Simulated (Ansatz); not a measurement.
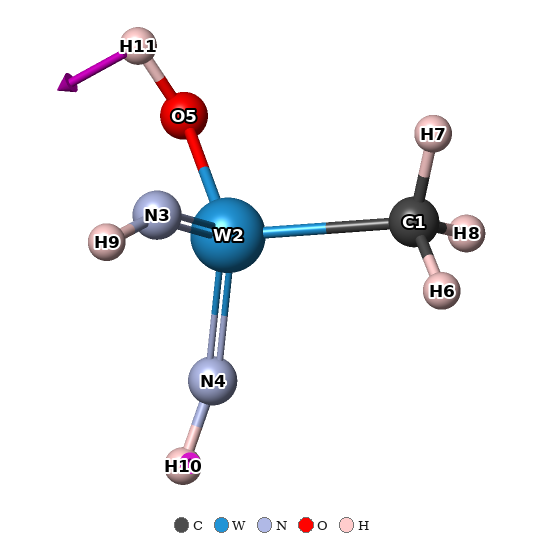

The arrows show one normal mode. The species is neutral and a spin singlet. Harmonic vibrations computed with RKS PBE0-D4/def2-TZVP, core potentials on W (Ansatz 0.2.0) at a stationary point of the same level.

Question: Estimate its harmonic wavenumber.

Answer: 339 cm⁻¹; it is mode 7 of 27 counted from the lowest.
